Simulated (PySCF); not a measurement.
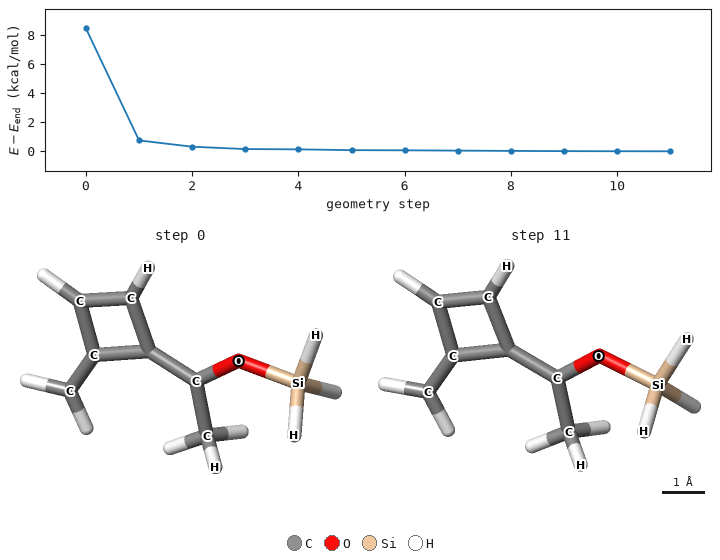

First and last geometry of a relaxation of C$_{7}$H$_{10}$OSi, with the history of the run. Style: stick. Shown at a tilt.

The start comes from GFN2-xTB. Its atoms were then displaced at random by about 0.01 Å.

All numbers below come from PBE0-D3(BJ)/def2-SVP geometry optimisation, gas phase (PySCF 2.14.0, density-fitted response routines). 

Question: What do the curves and the structures tell?

Answer: It converged. Over 11 geometry steps the energy falls by 8.48 kcal/mol. The largest move after the best rigid fit is that of an H atom, 0.36 Å. By element the largest moves are H 0.36 Å, O 0.16 Å, C 0.13 Å, Si 0.05 Å. Among the contacts that change: O–Si 1.604 → 1.673 Å, C–C 1.404 → 1.363 Å, C–H 1.053 → 1.091 Å, C–H 1.071 → 1.103 Å. Bond angles that change, for instance: O–Si–H 99.0° → 105.1°, C–O–Si 135.6° → 130.8°, H–Si–H 114.5° → 110.3°. Cost: 5.4 min on 1 thread of Arm Neoverse N1, on a shared host.
